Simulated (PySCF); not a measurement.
**C4H7F2O2Si (doublet): density, localisation and related maps**

```xyz
16

C    -1.1960   -0.2299   -1.3854
C    -0.7825    0.3589   -0.0491
O     0.0207    1.4828   -0.2261
Si    1.1749    1.6276    0.9298
O     0.8620    0.1839    1.6619
C     0.0318   -0.6230    0.8918
C     0.8372   -1.6233    0.1509
F     0.1968   -2.6806   -0.3730
F     1.7619   -1.1910   -0.7153
H    -1.8063    0.4953   -1.9175
H    -0.3231   -0.4485   -1.9950
H    -1.7724   -1.1391   -1.2354
H    -1.6740    0.6518    0.5231
H     0.8567    2.6425    1.9175
H     2.4620    1.6713    0.2646
H    -0.6573   -1.1697    1.5458
```

Geometry: GFN2-xTB.

Level of theory: UKS B3LYP, pcH-1 on C F H O Si, non-relativistic, mean-field spin-orbit, GIAO in PySCF 2.14.0, density-fitted response routines.

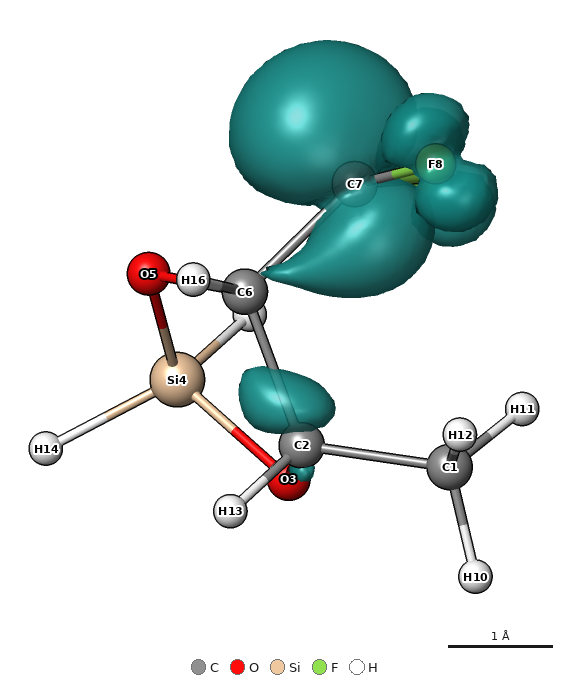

Figure 1. Isosurfaces of the spin density at +0.04 (teal) and −0.04 e/Å³ (pink), seen at an oblique angle.

> Which atoms carry the spin?

The unpaired spin (1 electron) lies mostly on C7 (about 0.7), F8 (about 0.1) and F9 (about 0.1), in electrons by Hirshfeld's partition. Only one sign reaches the isovalue.

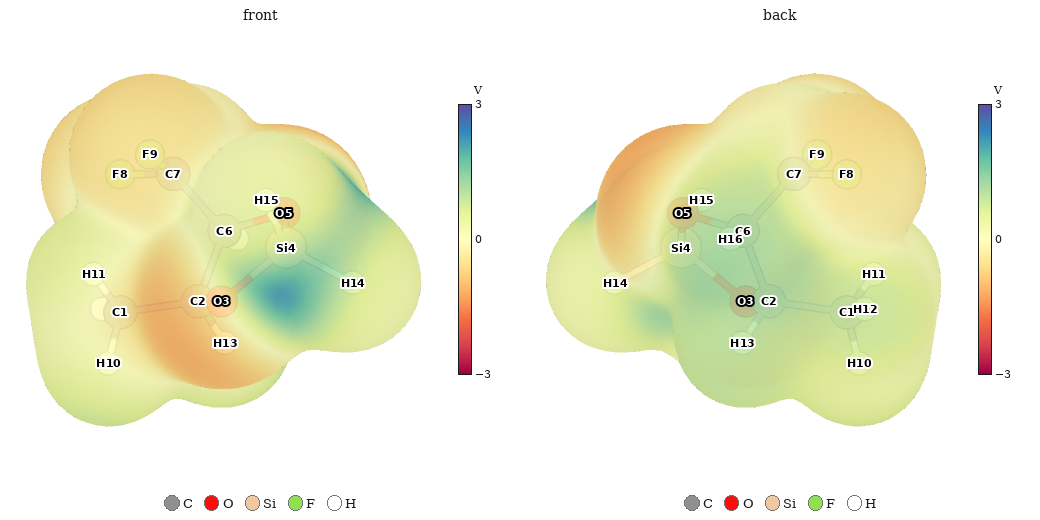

Figure 2. The electrostatic potential painted on the density surface at 0.002 e/bohr³, seen from the front and from behind; the colour scale runs from red (negative) to blue (positive).

> Describe the electrostatic potential map.

The most negative region (about −1.2 V) lies over O3 and O5, the most positive (about +2.0 V) over Si4.
